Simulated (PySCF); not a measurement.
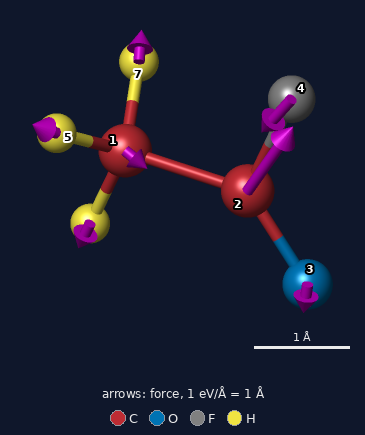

Starting geometry of C$_{2}$H$_{3}$FO with the computed forces as purple arrows. A ball-and-stick model, seen at a tilt.

The start comes from GFN2-xTB.

Computed with PBE0-D3(BJ)/def2-SVP geometry optimisation, gas phase in PySCF 2.14.0, density-fitted response routines. 

> What follows when this structure is relaxed?

It isn't relaxed: the largest force vector, on a C atom, is 1.08 eV/Å. The final displacements have little in common with the starting forces (cosine between the two patterns 0.23). The largest move after the best rigid fit is that of the F atom, 0.058 Å. By element the largest moves are F 0.058 Å, O 0.055 Å, H 0.046 Å, C 0.019 Å. Among the contacts that change: C–F 1.369 → 1.344 Å, C–H 1.089 → 1.099 Å, C–C 1.485 → 1.491 Å, C–O 1.178 → 1.182 Å. Bond angles that change, for instance: C–C–O 130.8° → 128.7°. Over 9 geometry steps the energy falls by 1.85 kJ/mol.
